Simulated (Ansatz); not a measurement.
A series of calculations on C$_{2}$H$_{8}$Si

## 1. Relaxation

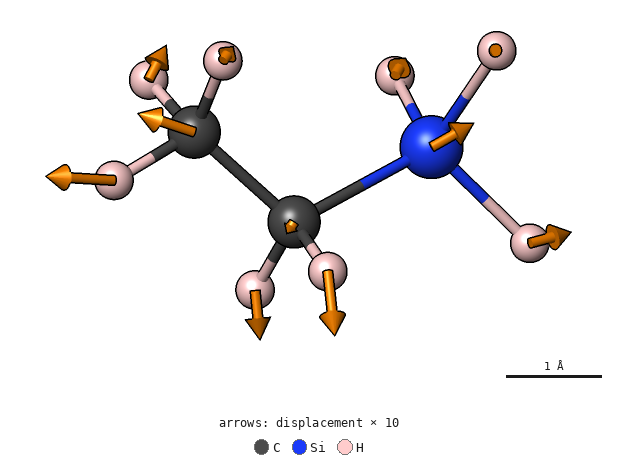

This is a relaxation of C₂H₈Si (coarse preliminary run). The starting structure is drawn; orange arrows show the displacements, 10 times their true length. The two geometries are superimposed by the best rigid fit.

A ball-and-stick model, seen at a tilt.

Level of theory: Ansatz, RKS PBE-D4/def2-SVP.

The input:
```yaml
crystal:
  periodic: [false, false, false]
  atoms:
    - {symbol: C, position_ang: [-0.802400, 1.023400, -0.409300]}
    - {symbol: C, position_ang: [-0.532700, -0.404900, -0.188800]}
    - {symbol: Si, position_ang: [1.127000, -0.753400, 0.509500]}
    - {symbol: H, position_ang: [-1.784000, 1.183000, -0.841600]}
    - {symbol: H, position_ang: [-0.144700, 1.518000, -1.142800]}
    - {symbol: H, position_ang: [-0.813300, 1.654900, 0.512000]}
    - {symbol: H, position_ang: [-0.598500, -0.933800, -1.136300]}
    - {symbol: H, position_ang: [-1.247200, -0.806000, 0.477100]}
    - {symbol: H, position_ang: [1.311200, -0.074800, 1.886100]}
    - {symbol: H, position_ang: [2.217700, -0.245800, -0.365800]}
    - {symbol: H, position_ang: [1.332200, -2.217700, 0.720500]}
basis:
  gaussian: {orbitals: def2-SVP}
hamiltonian: {xc: pbe, dispersion: d4}
relax: {f_tol: 0.03, max_steps: 250}
```

Q: What happened in the run?

A: H4 moves most after the best rigid fit: 0.086 Å. By element the largest moves are H 0.086 Å, C 0.068 Å, Si 0.053 Å. Near-neighbour distances that change, for instance: C1–C2 1.470 → 1.535 Å, C2–Si3 1.834 → 1.898 Å, C2–H8 1.056 → 1.112 Å, Si3–H9 1.546 → 1.507 Å. Bond angles that change, for instance: H4–C1–H5 102.1° → 107.2°, C2–C1–H5 115.2° → 111.6°, H4–C1–H6 103.7° → 107.2°. The optimiser took 5 steps. The run took roughly 7 core-seconds on a shared host.

## 2. Relaxation

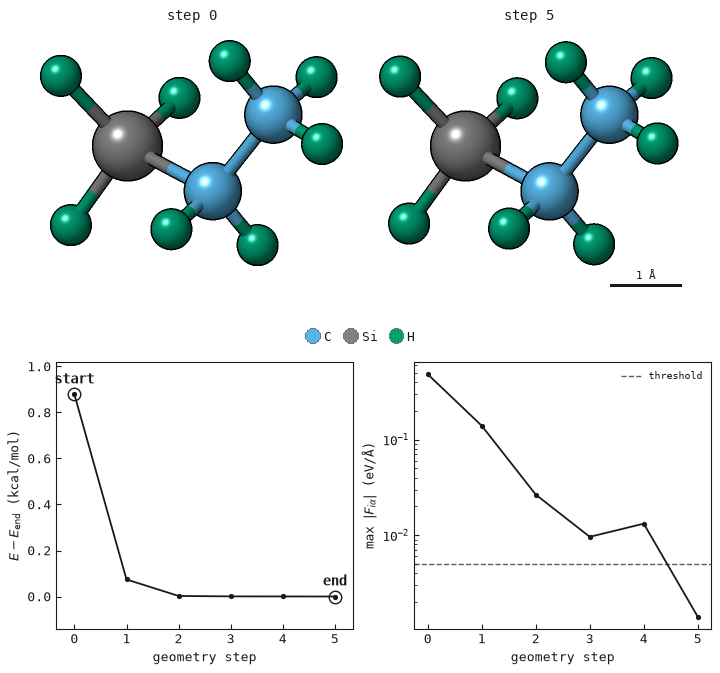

First and last geometry of a relaxation of C2H8Si, with the history of the run. Style: ball-and-stick. Shown from a free direction.

The calculation used Ansatz, RKS PBE0-D4/def2-TZVP.

Input file:
```yaml
crystal:
  periodic: [false, false, false]
  atoms:
    - {symbol: C, position_ang: [-0.837349, 1.078319, -0.430262]}
    - {symbol: C, position_ang: [-0.545007, -0.410413, -0.196652]}
    - {symbol: Si, position_ang: [1.168632, -0.759591, 0.542058]}
    - {symbol: H, position_ang: [-1.847089, 1.236884, -0.862399]}
    - {symbol: H, position_ang: [-0.105505, 1.534214, -1.129042]}
    - {symbol: H, position_ang: [-0.789724, 1.657813, 0.515065]}
    - {symbol: H, position_ang: [-0.623333, -0.980650, -1.148261]}
    - {symbol: H, position_ang: [-1.302143, -0.857761, 0.484154]}
    - {symbol: H, position_ang: [1.318082, -0.074931, 1.876530]}
    - {symbol: H, position_ang: [2.251972, -0.242751, -0.369608]}
    - {symbol: H, position_ang: [1.376765, -2.238233, 0.739017]}
basis:
  gaussian: {orbitals: def2-TZVP}
hamiltonian: {xc: pbe0, dispersion: d4}
relax: {f_tol: 0.005, max_steps: 200}
```

### Did the run converge, and what did it change?

It converged. Over 5 geometry steps the energy falls by 0.88 kcal/mol. The largest force component goes from 0.48 to 0.0014 eV/Å. The largest moves after the best rigid fit, 0.036 Å, are those of H9 and H10. Largest moves by element: H 0.036 Å, Si 0.020 Å, C 0.019 Å. Near-neighbour distances that change, for instance: C2–Si3 1.898 → 1.876 Å, Si3–H10 1.507 → 1.489 Å, C2–H7 1.112 → 1.095 Å, C1–H4 1.110 → 1.093 Å. The run took roughly 20 core-seconds on a shared host.

## 3. A change

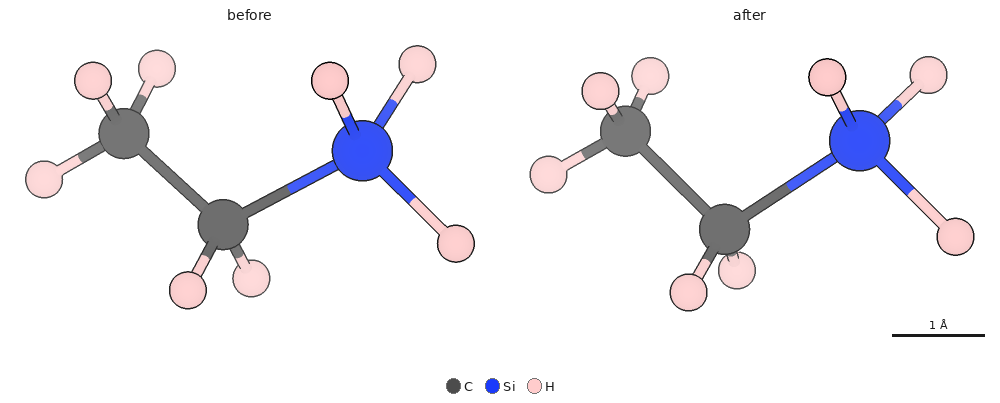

Left: C₂H₈Si. Right: the same structure after one change, at the same scale. A ball-and-stick model, seen at a tilt.

Level of theory: RHF-CCSD(T), frozen core/def2-TZVPP in Ansatz. 

What was changed?

Answer. All atoms are moved at random (σ = 0.09 Å) from the PBE0-D4/def2-TZVP minimum.

How do the computed properties respond?

Answer. It costs 2.894 eV. The largest force is 18 eV/Å, on a C atom. The forces point partly back along the displacements (cosine −0.59). At other levels of theory the same distortion costs 2.972 eV (RKS PBE-D4/def2-TZVPP), 2.875 eV (RKS r2SCAN-D4/def2-TZVPP), 2.907 eV (RKS PBE0-D4/def2-TZVPP), 2.850 eV (RKS wB97M-V/def2-TZVPP). Some distances before and after: C–H 1.094 → 0.843 to 1.059 Å, C–C 1.526 → 1.597 Å, C–Si 1.876 → 1.933 Å, H–Si 1.489 → 1.468 to 1.536 Å. Bond angles that change, for instance: H–Si–H 108.0° → 119.4°, C–C–H 110.5° → 99.4°.

## 4. A change

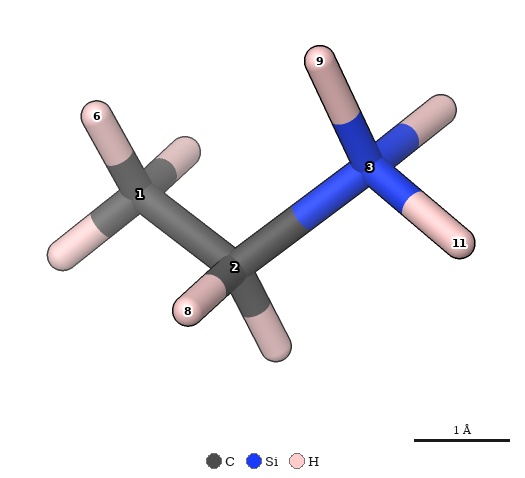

This is C2H8Si. The picture is a stick view, seen at a tilt.

Computed with Ansatz, RKS wB97M-V/def2-TZVPP. 

Change: All atoms are moved at random (σ = 0.09 Å) from the PBE0-D4/def2-TZVP minimum.

Question: What does the calculation give for the changed structure?

Answer: It costs 1.736 eV. The largest force is 8.4 eV/Å, on a C atom. The forces point partly back along the displacements (cosine −0.63). At other levels of theory the same distortion costs 1.526 eV (RKS PBE-D4/def2-TZVPP), 1.661 eV (RKS r2SCAN-D4/def2-TZVPP), 1.666 eV (RKS PBE0-D4/def2-TZVPP), 1.718 eV (RHF-CCSD(T), frozen core/def2-TZVPP). Near-neighbour distances before and after: H–Si 1.489 → 1.441 to 1.730 Å, C–H 1.094 → 1.059 to 1.277 Å, C–C 1.526 → 1.418 Å, C–Si 1.876 → 1.883 Å. Bond angles that change, for instance: H–C–H 107.3° → 90.6°, C–C–H 111.6° → 124.6°.

The changed structure in the same view:

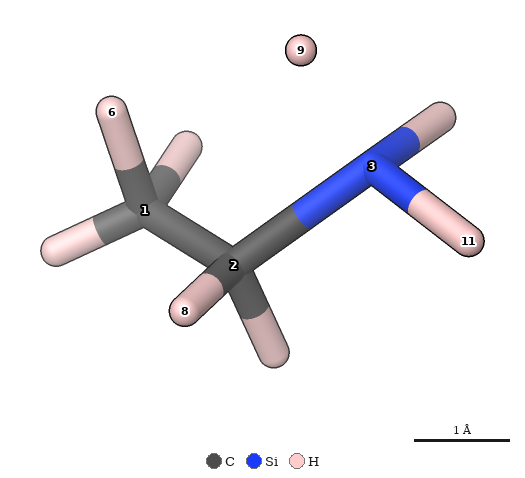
